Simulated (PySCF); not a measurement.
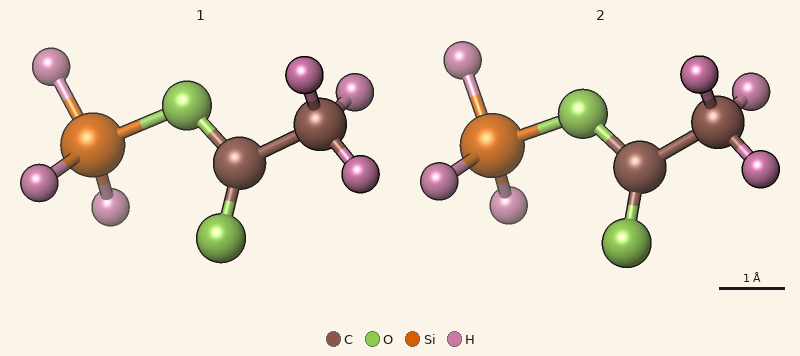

Two geometries of C$_{2}$H$_{6}$O$_{2}$Si, drawn at one scale. One is the start of a relaxation, the other its converged end. Style: ball-and-stick. Shown at a tilt.

These are results of PBE0-D3(BJ)/def2-SVP geometry optimisation, gas phase (PySCF), not measurements. 

Q: Which of the two is the end point?

A: Structure 1 is the relaxed one. The start comes from GFN2-xTB. Its atoms were then displaced at random by about 0.01 Å. Over 5 geometry steps the energy falls by 0.238 eV. The atom that moves furthest after the best rigid fit is an H atom (0.22 Å). By element the largest moves are H 0.22 Å, O 0.15 Å, C 0.07 Å, Si 0.02 Å. Near-neighbour distances that change, for instance: O–Si 1.631 → 1.719 Å, H–Si 1.439 → 1.486 Å, C–H 1.063 → 1.100 Å, H–Si 1.459 → 1.486 Å. Bond angles that change, for instance: C–O–Si 123.7° → 116.1°, O–Si–H 96.7° → 102.6°, H–Si–H 114.8° → 110.4°. The run took 17 s on 1 thread of Arm Neoverse V2 (shared host).
